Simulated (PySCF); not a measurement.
C₄H₈N (SMILES C=N[CH]CC) (doublet)

```xyz
13

C     2.4054   -0.2979   -0.6469
N     1.5144   -1.0439   -0.0785
C     0.2417   -0.8627    0.0625
C    -0.4566    0.4573   -0.0448
C    -1.8933    0.3979    0.4532
H     2.1715    0.4495   -1.3991
H     3.4405   -0.4975   -0.4310
H    -0.3386   -1.7325    0.3342
H    -0.4415    0.7698   -1.0974
H     0.1102    1.2122    0.5118
H    -2.3792    1.3642    0.3375
H    -2.4606   -0.3412   -0.1087
H    -1.9183    0.1253    1.5057
```

Geometry: GFN2-xTB.

Method: UKS B3LYP, pcH-1 on C H N, non-relativistic, mean-field spin-orbit, GIAO in PySCF 2.14.0, density-fitted response routines.

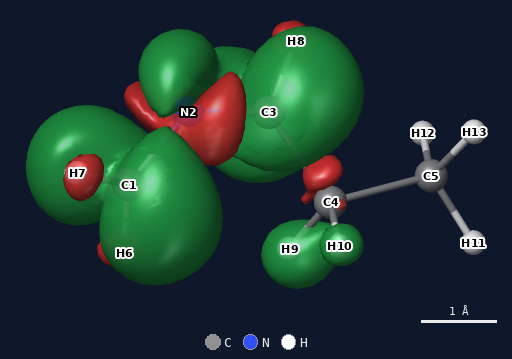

Figure 1. Isosurfaces of the spin density (α minus β) at +0.015 (green) and −0.015 e/Å³ (red), seen at a tilt.

Describe the spin distribution.

Answer. The unpaired spin (1 electron) lies mostly on C1 (about 0.4) and C3 (about 0.4), in electrons by Hirshfeld's partition.

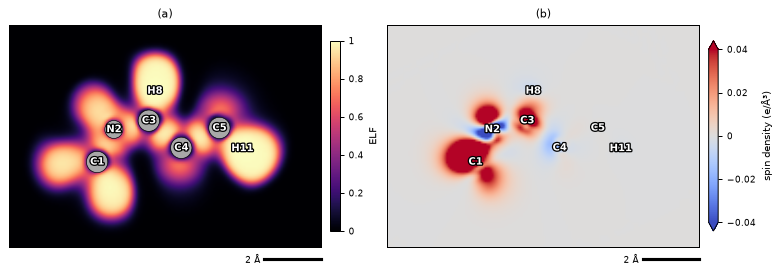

Figure 2. (a) ELF; (b) spin density on the plane of atoms C4, C5 and H11. Grey discs cover the atomic cores in the ELF map.

What does the map show?

Answer.
- Atoms in the plane: C, N and H.
- C–N (1.29 Å): the ELF peaks at about 0.90 between the atoms; a covalent bond.
- C–C (1.50 Å): the ELF peaks at about 0.95 between the atoms (a covalent bond).
- C–H (1.08 Å): the ELF climbs to about 1 towards the hydrogen, as it does in any bond to H: an ordinary covalent bond to hydrogen.
- The ELF also peaks beside N2, away from the bonds: non-bonding electrons, paired or unpaired.

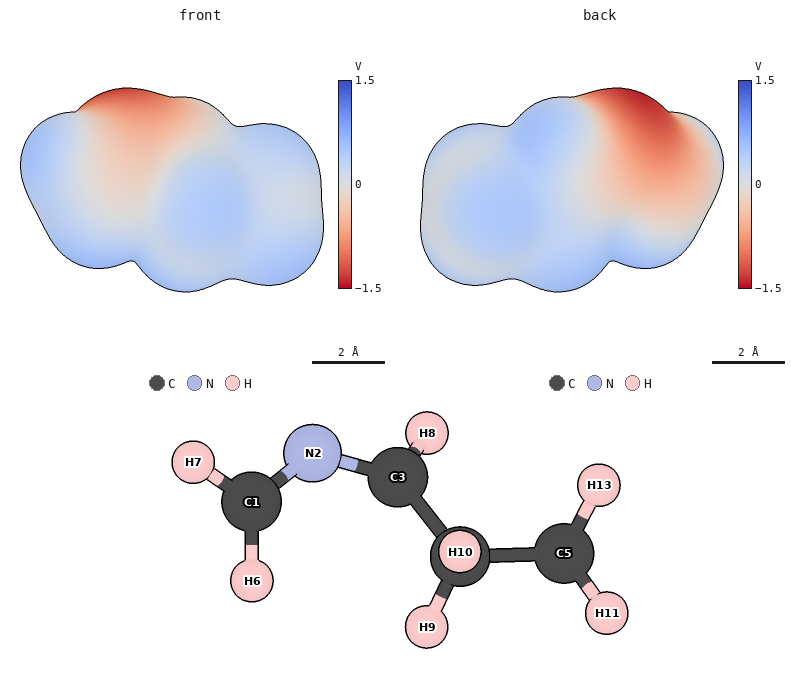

Figure 3. The electrostatic potential painted on the density surface at 0.001 e/bohr³, seen from the front and from behind; red is negative and blue positive. The bare structure is drawn below in the same view.

Which sites attract a positive test charge, and which a negative one?

Answer. A positive charge is drawn to the negative regions and a negative charge to the positive ones. The most negative region (about −1.4 V) lies over N2, the most positive (about +0.6 V) over H6 and H9. N2 is the likeliest acceptor of a hydrogen bond.
